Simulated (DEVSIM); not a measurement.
System: GaP p-i-n diode, at 300 K.

| layer (left to right) | material | thickness (μm) | Nd (cm⁻³) | Na (cm⁻³) | τn (s) | τp (s) |
|---|---|---|---|---|---|---|
| 1 | GaP | 0.500 | - | 2.9e18 | 9.2e-7 | 9.2e-7 |
| 2 | GaP | 8.40 | 1.1e11 | - | 9.2e-7 | 9.2e-7 |
| 3 | GaP | 3.10 | 8.1e18 | - | 9.2e-7 | 9.2e-7 |

Left contact: ohmic. Right contact: ohmic. Voltage is applied to the left contact. Recombination: SRH at mid-gap, radiative. Mobility is constant in doping.

Constants are typed, rounded textbook-type inputs, not results; the design itself was drawn at random and stands for no fabricated device. Values at 300 K.

| parameter | GaP |
|---|---|
| gap (eV) | 2.26 |
| affinity (eV) | 3.8 |
| permittivity | 11.1 |
| Nc (cm⁻³) | 1.8e19 |
| Nv (cm⁻³) | 1.9e19 |
| μn (cm²/Vs) | 250 |
| μp (cm²/Vs) | 150 |
| B (cm³/s) | 1e-13 |

DEVSIM, 1D drift-diffusion, Boltzmann statistics, complete ionisation; no tunnelling, impact ionisation, image-force lowering or self-heating.

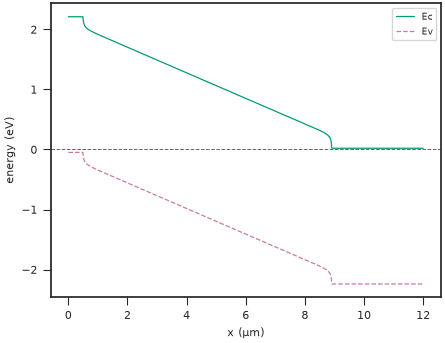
*Band edges at zero bias*

Energies count from the Fermi level of the right contact; mesh points crowd at the junctions.

```
x (μm)   Ec (eV)  Ev (eV)  n (cm⁻³)  p (cm⁻³)  field (V/cm)
-------  -------  -------  --------  --------  ------------
0.000      2.211   -0.049     < 1e2    2.9e18           ≈ 0
0.04278    2.211   -0.049     < 1e2    2.9e18           ≈ 0
0.1477     2.211   -0.049     < 1e2    2.9e18           ≈ 0
0.3552     2.211   -0.049     < 1e2    2.9e18           ≈ 0
0.4794     2.211   -0.049     < 1e2    2.9e18           -26
0.5106     2.129   -0.131     < 1e2    1.2e17        -32000
0.5758     2.045   -0.215     < 1e2    4.6e15         -6600
0.8730     1.947   -0.313     < 1e2    1.0e14         -2300
1.617      1.785   -0.475     < 1e2    2.0e11         -2100
3.753      1.329   -0.930     < 1e2      4400         -2100
6.970      0.644   -1.616     2.7e8     < 1e2         -2100
8.433      0.332   -1.927    4.7e13     < 1e2         -2200
8.753      0.248   -2.012    1.2e15     < 1e2         -3900
8.862      0.178   -2.082    1.9e16     < 1e2        -13000
8.914      0.021   -2.239    8.1e18     < 1e2           -18
8.979      0.021   -2.239    8.1e18     < 1e2           ≈ 0
9.170      0.021   -2.239    8.1e18     < 1e2           ≈ 0
9.713      0.021   -2.239    8.1e18     < 1e2           ≈ 0
11.26      0.021   -2.239    8.1e18     < 1e2           ≈ 0
11.76      0.021   -2.239    8.1e18     < 1e2           ≈ 0
11.93      0.021   -2.239    8.1e18     < 1e2           ≈ 0
12.00      0.021   -2.239    8.1e18     < 1e2           ≈ 0
```
